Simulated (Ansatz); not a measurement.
# H5O2Si2: rigid scan of one bond length from a Python script

Wanted for H5O2Si2: a rigid scan of one bond length.

All numbers are computed with Ansatz 0.2.0 through its Python package. Level of theory: Hartree-Fock/def2-SVP.

### 1 Starting point

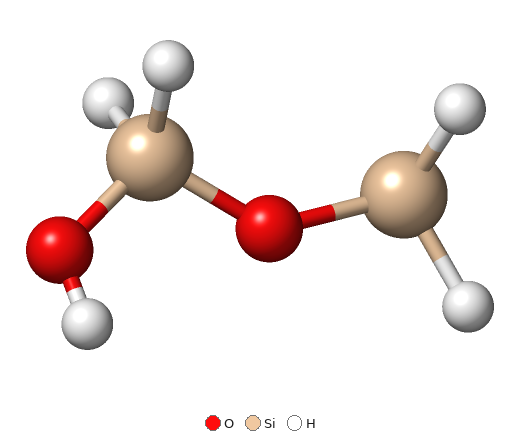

The starting structure, viewed from a chosen angle; oxygen red, silicon light orange, hydrogen white.

No structure file is read: the coordinates are typed or built in the script.

### 2 The code

Contents of scan_h5o2si2.py:

```python
from dataclasses import dataclass
import warnings

import ansatz
import numpy as np


@dataclass(frozen=True)
class Settings:
    basis_set: str = "def2-SVP"
    xc: str = "hf"


opts = Settings()

GEOMETRY = """
O    -1.78800    1.14300    0.91280
Si   -0.37800    1.06720    0.13710
O    -0.10540   -0.52240   -0.18150
Si    1.14540   -1.43620   -0.93400
H    -2.17760    0.33590    1.21140
H     0.67940    1.64160    1.01200
H    -0.39500    1.82190   -1.13260
H     2.41670   -1.23940   -0.26300
H     0.69110   -2.85780   -0.77930
"""


def main() -> None:
    warnings.simplefilter("ignore", ansatz.DeckWarning)

    h5o2si2 = ansatz.Crystal.molecule()
    for line in GEOMETRY.strip().splitlines():
        symbol, *xyz = line.split()
        h5o2si2 = h5o2si2.atom(symbol, [float(v) for v in xyz])

    symbols = [site.symbol for site in h5o2si2.cartesian_sites]
    start = np.array([site.position_ang for site in h5o2si2.cartesian_sites])
    axis = (start[8] - start[3]) / np.linalg.norm(start[8] - start[3])
    moving = [8]
    lengths, energies = [1.32, 1.38, 1.44, 1.5, 1.56, 1.62, 1.68, 1.77], []
    for length in lengths:
        xyz = start.copy()
        xyz[moving] += (length - np.linalg.norm(start[8] - start[3])) * axis
        point = ansatz.Crystal.molecule()
        for symbol, place in zip(symbols, xyz):
            point = point.atom(symbol, place.tolist())
        model = point.calculation()
        model = model.basis(gaussian=opts.basis_set).functional(opts.xc)
        model = model.spin("collinear", total=1)
        data = model.run(threads=1).report
        energies.append(data["free_energy_ev"])
        print(f"r = {length:6.3f} A  E = {energies[-1]:.5f} eV  <S^2> = {abs(data['mean_field']['state']['spin_squared']):.3f}")

    fit = np.polynomial.Polynomial.fit(lengths, np.array(energies) - min(energies), 4).convert()
    roots = [r.real for r in fit.deriv().roots() if abs(r.imag) < 1e-9 and fit.deriv(2)(r.real) > 0]
    r_e = min(roots, key=lambda r: abs(r - lengths[int(np.argmin(energies))]))
    print(f"minimum of the fit at {r_e:.4f} A, force constant {fit.deriv(2)(r_e):.2f} eV/A^2")


if __name__ == "__main__":
    main()
```

### 3 The calls as engine input

The package turns the script's settings into the engine's input (first run):

```yaml
crystal:
  periodic: [false, false, false]
  atoms:
    - { symbol: O, position_ang: [-1.788, 1.143, 0.9128] }
    - { symbol: Si, position_ang: [-0.378, 1.0672, 0.1371] }
    - { symbol: O, position_ang: [-0.1054, -0.5224, -0.1815] }
    - { symbol: Si, position_ang: [1.1454, -1.4362, -0.934] }
    - { symbol: H, position_ang: [-2.1776, 0.3359, 1.2114] }
    - { symbol: H, position_ang: [0.6794, 1.6416, 1.012] }
    - { symbol: H, position_ang: [-0.395, 1.8219, -1.1326] }
    - { symbol: H, position_ang: [2.4167, -1.2394, -0.263] }
    - { symbol: H, position_ang: [0.7457285263173108, -2.6868558815481203, -0.7979023178984987] }
basis:
  gaussian:
    orbitals: def2-SVP
hamiltonian:
  xc: hf
magnetization:
  spin_polarized: true
  initial_magnetization: 1.0
```

### 4 Launch

Command:

```
> python scan_h5o2si2.py
```

Log:

```text
r =  1.320 A  E = -19871.65413 eV  <S^2> = 0.753
r =  1.380 A  E = -19871.85707 eV  <S^2> = 0.753
r =  1.440 A  E = -19871.95241 eV  <S^2> = 0.753
r =  1.500 A  E = -19871.96392 eV  <S^2> = 0.753
r =  1.560 A  E = -19871.91078 eV  <S^2> = 0.753
r =  1.620 A  E = -19871.80830 eV  <S^2> = 0.753
r =  1.680 A  E = -19871.66871 eV  <S^2> = 0.753
r =  1.770 A  E = -19871.41037 eV  <S^2> = 0.754
minimum of the fit at 1.4789 A, force constant 19.74 eV/A^2
```

It took 12 s on 1 thread of Arm Neoverse V2, shared host; peak memory 0.26 GiB.

### 5 Inputs of later runs

The engine's inputs for some of the other runs:

Run 3, against run 1:

```diff
@@ -12 +12 @@
-    - { symbol: H, position_ang: [0.7457285263173108, -2.6868558815481203, -0.7979023178984987] }
+    - { symbol: H, position_ang: [0.7093947559825209, -2.8005518707797674, -0.7855298013438168] }
```

Run 6, against run 1:

```diff
@@ -12 +12 @@
-    - { symbol: H, position_ang: [0.7457285263173108, -2.6868558815481203, -0.7979023178984987] }
+    - { symbol: H, position_ang: [0.654894100480336, -2.971095854627239, -0.7669710265117939] }
```

Run 7, against run 1:

```diff
@@ -12 +12 @@
-    - { symbol: H, position_ang: [0.7457285263173108, -2.6868558815481203, -0.7979023178984987] }
+    - { symbol: H, position_ang: [0.6367272153129411, -3.027943849243062, -0.760784768234453] }
```

### 6 Run by run

One row for each of the 8 runs:

```
run  distance (Å)  energy from run 4 (eV)  <S²>  SCF cycles  CPU time (s)
  1          1.32                  0.3098  0.75          12           1.4
  2          1.38                  0.1068  0.75          12           1.4
  3          1.44                  0.0115  0.75          12           1.4
  4          1.50                  0.0000  0.75          12           1.4
  5          1.56                  0.0531  0.75          12           1.4
  6          1.62                  0.1556  0.75          12           1.4
  7          1.68                  0.2952  0.75          12           1.4
  8          1.77                  0.5536  0.75          12           1.5
```

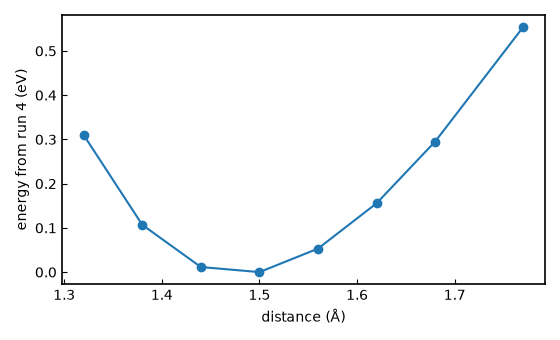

Energy against distance; lines join the points.

### 7 Results

| quantity | value |
| --- | --- |
| bond length at the fit's minimum | 1.4789 Å |
| runs compared | 8 |
| range of energy | 0.554 eV |
| lowest point, distance (Å) | 1.50 |

What this shows: The lowest point, at 1.50, lies inside the range. The ends stand 0.31 and 0.554 eV above it. The distance scanned is the script's pair 3, 8. Notes:
- The rest of the molecule is held rigid at a force-field or estimated start geometry, and the basis set is modest; single-reference methods fail as a bond breaks.
- The species is open-shell (spin multiplicity 2).
